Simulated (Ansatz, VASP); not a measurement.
# Ge (Germanium) in two plane-wave programs, part 2 of 2

Wanted: the spread between two codes on one cell, functional and k mesh.  Valence electrons are named where the data sets of a main pair hold unlike numbers.

VASP 6.6.1 and Ansatz 0.2.0.

So far. Step 4 (Comparison): The walks stopped with 0.00 GPa left in Ansatz and 0.03 GPa in VASP; each walk ends within a tolerance, so the volume difference is uncertain by about these residues over the bulk modulus, most in soft cells.

## (5) Ansatz: band structure, HSE06

Level of this step: Ansatz beside VASP: Kohn-Sham DFT, plane waves, HSE06 (Ansatz).

The same path points are solved in both programs, so levels can be compared one by one.

The cell is taken from a series of VASP runs on this material, whose earlier steps may have relaxed, scaled or displaced it; both programs get it as it stands.

input.yaml

```yaml
crystal:
  lattice:
    - [0.0, 2.8315135721, 2.8315135721]
    - [2.8315135721, 0.0, 2.8315135721]
    - [2.8315135721, 2.8315135721, 0.0]
  atoms:
    - { symbol: Ge, position: [0.0, 0.0, 0.0] }
    - { symbol: Ge, position: [0.25, 0.25, 0.25] }
hamiltonian:
  xc: { exchange: pbe, correlation: pbe, exx: { coeff: 0.25, omega: 0.2 } }
  pseudopotentials: { kind: paw }
kpoints:
  mp_grid: { grid: [4, 4, 4] }
  band_path:
    path:
      - [0.0, 0.0, 0.0]
      - [0.5, 0.0, 0.5]
      - [0.5, 0.2, 0.7]
      - [0.4, 0.35, 0.75]
      - [0.15, 0.15, 0.3]
      - [0.2, 0.2, 0.2]
      - [0.5, 0.5, 0.5]
      - [0.55, 0.4, 0.55]
      - [0.6, 0.25, 0.65]
      - [0.5, 0.25, 0.75]
      - [0.5, 0.5, 0.5]
      - [0.375, 0.375, 0.75]
      - [0.5, 0.0, 0.5]
    npoints: 1
scf:
  occupations: { method: gaussian, width: 0.05 }
  n_extra_bands: 7
output:
  forces: true
  stress: true
  eigenvalues: true
  write_density: true
  write_potential: true
  elf: true
  volumetric_format: npy
```

Launch:

```
$ ansatz run input.yaml --threads 4 --pin off --max-ram 9216MiB --backend cpu --events-out ev --progress --plain --runs-dir out
```

Numbers of over 12 decimals in the logs are rounded to 6 here.

The log of the run:

```text
[...]
--- Band table (eV; the first three rows and the last of 8) ---
  k-point 0: bands = [... 10 lower, -5.7893, 8.2101, 8.2101, 8.2101, 9.1483, 11.4673, 11.4673, 11.4673, ... 3 higher]
  k-point 1: bands = [... 10 lower, -4.9677, 3.2097, 7.2767, 7.2767, 9.6153, 12.6085, 12.6085, 14.8129, ... 3 higher]
  k-point 2: bands = [... 10 lower, -3.4656, -0.0474, 6.6947, 6.6947, 9.0896, 12.7012, 12.7012, 16.1834, ... 3 higher]
  k-point 7: bands = [... 10 lower, -1.3494, -1.3494, 4.0088, 4.0088, 13.4565, 13.4565, 13.6604, 13.6604, ... 3 higher]
[key lines of the parts left out:]
Free energy (F): -8591.481099 eV
Fermi energy:    8.649437 eV
P = ⅓ Tr σ = 0.9523 GPa (9.523 kbar)
```

Run time: 23 s. Hardware: 4 threads of Arm Neoverse V1, shared host; peak memory 0.58 GiB; 79 s of CPU time.

## (6) VASP: band structure, HSE06

The same cell, functional, mesh and smearing now go to VASP, with its own data sets.

The run reads the wave functions of an earlier VASP run, which isn't shown here.

INCAR

```
SYSTEM = Ge
PREC = Accurate
ENCUT = 410
EDIFF = 1E-06
NELM = 100
ISMEAR = 0
SIGMA = 0.05
LREAL = .FALSE.
ALGO = Normal
LHFCALC = .TRUE.
AEXX = 0.25
GGA = PE
HFSCREEN = 0.2
LASPH = .TRUE.
NBANDS = 20
PRECFOCK = Fast
LORBIT = 11
LWAVE = .FALSE.
LCHARG = .FALSE.
KPAR = 2
```

POSCAR

```
Ge
1.0
    0.0000000000      2.8315135721      2.8315135721
    2.8315135721      0.0000000000      2.8315135721
    2.8315135721      2.8315135721      0.0000000000
Ge
2
Direct
    0.0000000000      0.0000000000      0.0000000000
    0.2500000000      0.2500000000      0.2500000000
```

KPOINTS

```
Automatic mesh
0
Gamma
4 4 4
0 0 0
```

KPOINTS_OPT

```
Line mode
6
Line-mode
Reciprocal
  0.00000000   0.00000000   0.00000000 GAMMA
  0.50000000   0.00000000   0.50000000 X

  0.50000000   0.00000000   0.50000000 X
  0.50000000   0.25000000   0.75000000 W

  0.50000000   0.25000000   0.75000000 W
  0.37500000   0.37500000   0.75000000 K

  0.37500000   0.37500000   0.75000000 K
  0.00000000   0.00000000   0.00000000 GAMMA

  0.00000000   0.00000000   0.00000000 GAMMA
  0.50000000   0.50000000   0.50000000 L

  0.50000000   0.50000000   0.50000000 L
  0.62500000   0.25000000   0.62500000 U

  0.62500000   0.25000000   0.62500000 U
  0.50000000   0.25000000   0.75000000 W

  0.50000000   0.25000000   0.75000000 W
  0.50000000   0.50000000   0.50000000 L

  0.50000000   0.50000000   0.50000000 L
  0.37500000   0.37500000   0.75000000 K

  0.62500000   0.25000000   0.62500000 U
  0.50000000   0.00000000   0.50000000 X
```

Potentials, in the order of the species: Ge_d (PBE family, release 64).

Launch:

```
$ mpirun -np 2 vasp_std
```

The log of the run:

```text
[banner, memory and clock lines left out]
running    2 mpi-ranks, on    1 nodes
[...]
LDA part: xc-table for (Slater+PW92), standard interpolation
 found WAVECAR, reading the header
 POSCAR, INCAR and KPOINTS ok, starting setup
[...]
reading WAVECAR
 the WAVECAR file was read successfully
 initial charge from wavefunction
 entering main loop
       N       E                     dE             d eps       ncg     rms          rms(c)
DAV:   1    -0.104816148949E+02   -0.10482E+02   -0.54901E-01   404   0.988E+00    0.856E-01
DAV:   2    -0.104861087990E+02   -0.44939E-02   -0.35215E-02   328   0.208E+00    0.585E-01
DAV:   3    -0.104858554262E+02    0.25337E-03   -0.14433E-03   420   0.615E-01    0.380E-01
DAV:   4    -0.104857900706E+02    0.65356E-04   -0.11380E-04   360   0.168E-01    0.231E-01
[...]
DAV:   9    -0.104857377565E+02    0.15806E-05   -0.28903E-07   184   0.397E-03    0.166E-02
DAV:  10    -0.104857366362E+02    0.11203E-05   -0.95373E-08   172   0.263E-03    0.966E-03
DAV:  11    -0.104857365305E+02    0.10565E-06   -0.52019E-08   172   0.179E-03
   1 F= -.10485737E+02 E0= -.10485737E+02  d E =-.866643E-16
 Start KPOINTS_OPT (optional k-point list driver)
k-point batch [1-8\60]
       N       E                     dE             ncg
DAV:   1    -0.207603782636E+04   -0.65664E+04      352
DAV:   2    -0.354647371540E+04   -0.14704E+04      320
DAV:   3    -0.375272694078E+04   -0.20625E+03      356
DAV:   4    -0.376163913934E+04   -0.89122E+01      364
DAV:   5    -0.376179743833E+04   -0.15830E+00      388
DAV:   6    -0.376180103625E+04   -0.35979E-02      376
DAV:   7    -0.376180117968E+04   -0.14343E-03      408
DAV:   8    -0.376180118564E+04   -0.59628E-05      352
DAV:   9    -0.376180118584E+04   -0.19768E-06      248
[...]
k-point batch [57-60\60]
       N       E                     dE             ncg
DAV:   1     0.241595611799E+04   -0.46072E+04      168
DAV:   2     0.165633201008E+04   -0.75962E+03      160
DAV:   3     0.155080122844E+04   -0.10553E+03      184
DAV:   4     0.154664473532E+04   -0.41565E+01      184
DAV:   5     0.154656935647E+04   -0.75379E-01      188
DAV:   6     0.154656760211E+04   -0.17544E-02      192
DAV:   7     0.154656753495E+04   -0.67164E-04      200
DAV:   8     0.154656753164E+04   -0.33036E-05      188
DAV:   9     0.154656753153E+04   -0.11680E-06      128
```

From OUTCAR (step 6):

```text
 POSITION                                       TOTAL-FORCE (eV/Angst)
 -----------------------------------------------------------------------------------
      0.00000      0.00000      0.00000         0.000000      0.000000      0.000000
      1.41576      1.41576      1.41576        -0.000000     -0.000000     -0.000000
 -----------------------------------------------------------------------------------
    total drift:                               -0.000000     -0.000001      0.000000

  FREE ENERGIE OF THE ION-ELECTRON SYSTEM (eV)
  ---------------------------------------------------
  free  energy   TOTEN  =       -10.4857365305 eV

  energy  without entropy=      -10.4857365305  energy(sigma->0) =      -10.48573653

[... 3 further parts left out ...]
[key lines of the parts left out:]
E-fermi :   4.9174
```

The k-mesh is coarse for exact exchange; levels may shift by about 0.1 eV on a finer one. Spin-orbit coupling is off here; it would split degenerate levels, and it lifts a valence top of Ge p states by about 0.1 eV.

## (7) Comparison

What differs besides the data sets and the points named for the pairs above, as far as they apply: exact exchange at q = 0 is treated differently, which shows on coarse meshes; the cutoff is 420 eV in Ansatz and 410 eV in VASP; VASP takes a coarser grid for exact exchange (PRECFOCK = Fast). Total energies have different zeros and are not compared.

The two programs side by side:

```csv
quantity,Ansatz,VASP,difference
gap over the path points (eV),0.879,0.889,-0.009
```

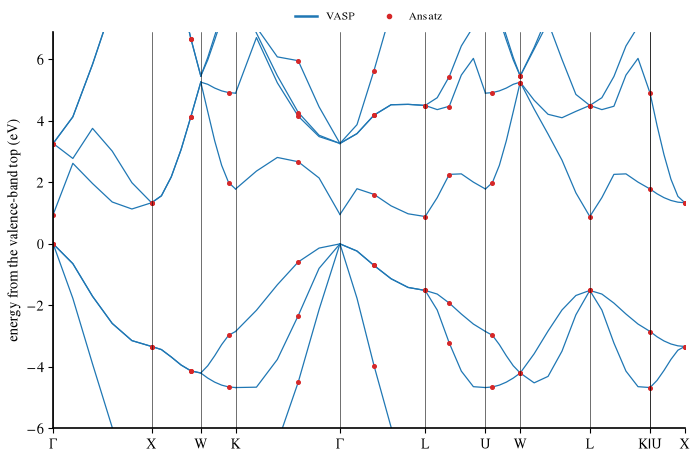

Bands from VASP (lines) and levels from Ansatz (dots). Dots without a line are higher empty bands that the VASP plot leaves out.

Levels at points of the path, from each program's valence-band top (eV; 3 filled, then empty):

| k (reciprocal lattice) | Ansatz | VASP |
| --- | --- | --- |
| 0.000 0.000 0.000 | 0.00 0.00 0.00 0.94 3.26 3.26 | 0.00 0.00 0.00 0.95 3.27 3.27 |
| 0.500 0.000 0.500 | -9.67 -3.34 -3.34 1.33 1.33 10.81 | -9.67 -3.34 -3.34 1.34 1.34 10.83 |
| 0.500 0.200 0.700 | -9.57 -4.13 -4.13 4.13 4.13 6.65 | -9.57 -4.13 -4.13 4.14 4.14 6.67 |
| 0.400 0.350 0.750 | -9.03 -4.65 -2.97 1.99 4.91 7.99 | -9.02 -4.65 -2.97 1.99 4.92 8.00 |
| 0.150 0.150 0.300 | -4.50 -2.34 -0.59 2.66 4.14 4.27 | -4.50 -2.34 -0.59 2.67 4.15 4.28 |
| 0.200 0.200 0.200 | -3.96 -0.70 -0.70 1.60 4.18 4.18 | -3.96 -0.70 -0.70 1.61 4.19 4.19 |
| 0.500 0.500 0.500 | -8.26 -1.51 -1.51 0.88 4.49 4.49 | -8.26 -1.51 -1.51 0.89 4.50 4.50 |
| 0.550 0.400 0.550 | -8.24 -3.23 -1.93 2.25 4.47 5.43 | -8.23 -3.22 -1.93 2.26 4.47 5.44 |
| 0.600 0.250 0.650 | -9.03 -4.65 -2.97 1.99 4.91 7.99 | -9.02 -4.65 -2.97 1.99 4.92 8.00 |
| 0.500 0.250 0.750 | -9.56 -4.20 -4.20 5.25 5.25 5.45 | -9.56 -4.20 -4.20 5.26 5.26 5.46 |

Among the levels compared at these points, filled levels agree within 3 meV and empty ones within 17 meV.

## (8) Outcome

```yaml
difference_in_volume_relaxation_of_cell_and_atoms_r2scan: 0.46 %
largest_difference_of_a_filled_level_at_the_path_points_band_structure_hse06: 3.4 meV
```

In words: The difference in volume is 0.46 % (relaxation of cell and atoms, r2SCAN), within the 1.2 % picked in this series as the mark of a large difference, as far as the stopping tolerances let one tell. How closely two codes agree says nothing of how well the functional describes the real material.

[Lines on the potential files, build, host, timing and source positions are cut from VASP's logs without a mark.]

[Logs are printed without paths, hosts, clocks, repeated set-up lines and the standing remarks that a program may print on its own settings, such as how far it seeks lower states.]

[Hosts, paths, dates, database ids (printed as entryN), source tags and the programs' standing remarks are cut or masked in the printed files.]
